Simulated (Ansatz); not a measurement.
**AlClH$_{2}$: density, localisation and related maps**

The calculation's input:

```
crystal:
  periodic: [false, false, false]
  atoms:
    - { symbol: Al, position_ang: [0.299133, 0.0, 0.025196] }
    - { symbol: Cl, position_ang: [1.084106, 0.0, 2.053508] }
    - { symbol: H, position_ang: [1.763672, 0.0, -0.479095] }
    - { symbol: H, position_ang: [-1.199911, 0.0, -0.47541] }
basis:
  gaussian: { orbitals: def2-SVP }
hamiltonian:
  xc: pbe0
relax:
  f_tol: 0.03
  max_steps: 50
output:
  orbitals: {}
```

Run with:

```sh
ansatz run input.yaml --threads 1 --pin off --max-ram 2048MiB --backend cpu --events-out ev --progress --plain --runs-dir out
```

The fields are those of the run's last geometry, not of the input's.

Computed with RKS PBE0/def2-SVP (Ansatz 0.2.0).

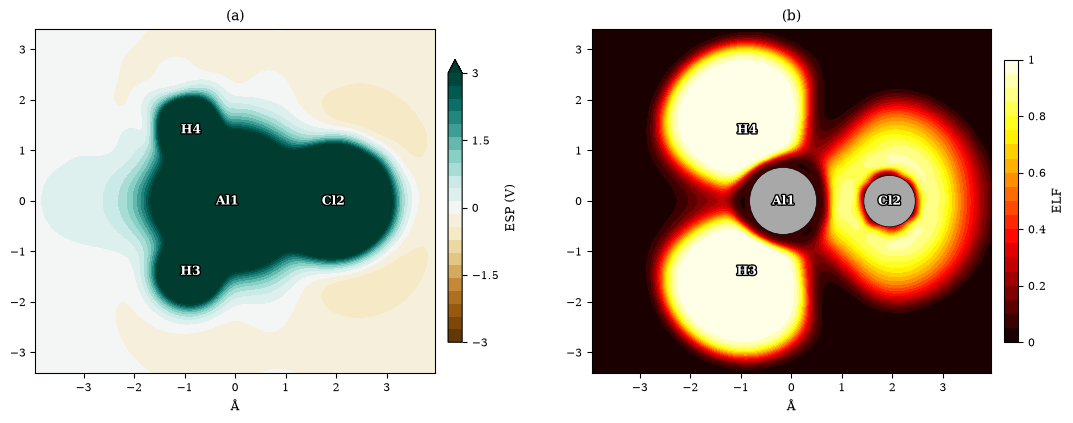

Figure 1. (a) electrostatic potential; (b) ELF on the molecular plane. Grey discs cover the atomic cores in the ELF map.

Question: What do the fields say about this system?

Answer:
- The plane passes through Al, Cl and H nuclei.
- Al–Cl (2.11 Å): the ELF peaks at about 0.85 in the valence shell of Cl, 0.8 Å from its nucleus, and is about 0.80 at the midpoint.
- Al–H (1.58 Å): the ELF climbs to about 1 towards the hydrogen.
- The ELF also peaks beside Cl2, away from the bonds: lone-pair regions.
- Outside the dense part of the molecule the potential is most negative (−0.6 V) near Cl2.

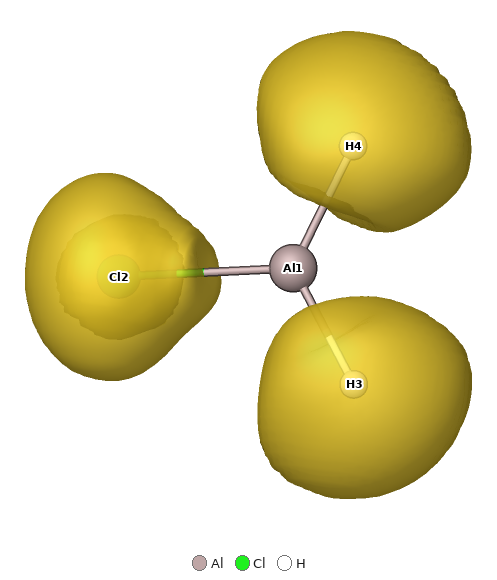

Figure 2. Isosurface of the electron localisation function at 0.8 (yellow), seen at a tilt. Core shells and regions of very low density are left out.

Question: Describe the localisation domains.

Answer: The ELF exceeds this value in two regions around hydrogen nuclei and one region on Cl in which the atom's valence shell and bonds are merged.

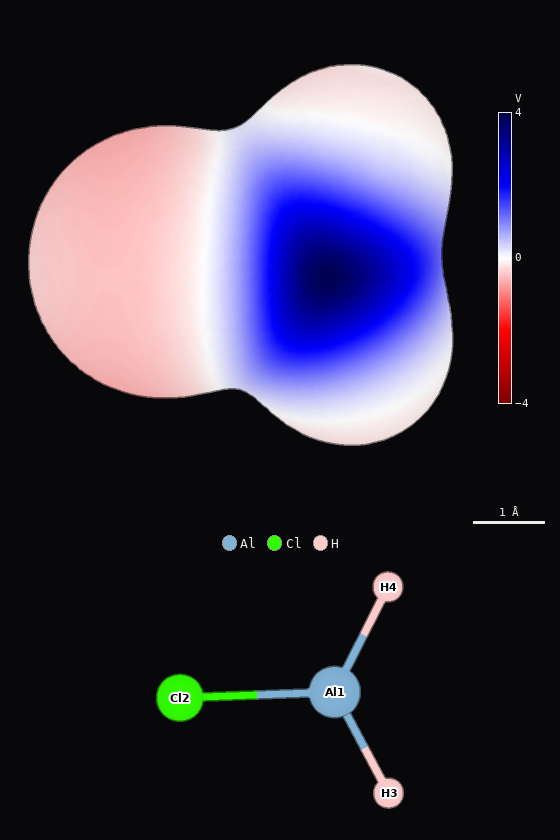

Figure 3. The electrostatic potential painted on the density surface at 0.002 e/bohr³, seen at a tilt; the colour scale runs from red (negative) to blue (positive). The bare structure is drawn below in the same view.

Question: Where is the surface potential most negative and most positive?

Answer: The most negative region (about −0.6 V) lies over Cl2, the most positive (about +3.8 V) over Al1.
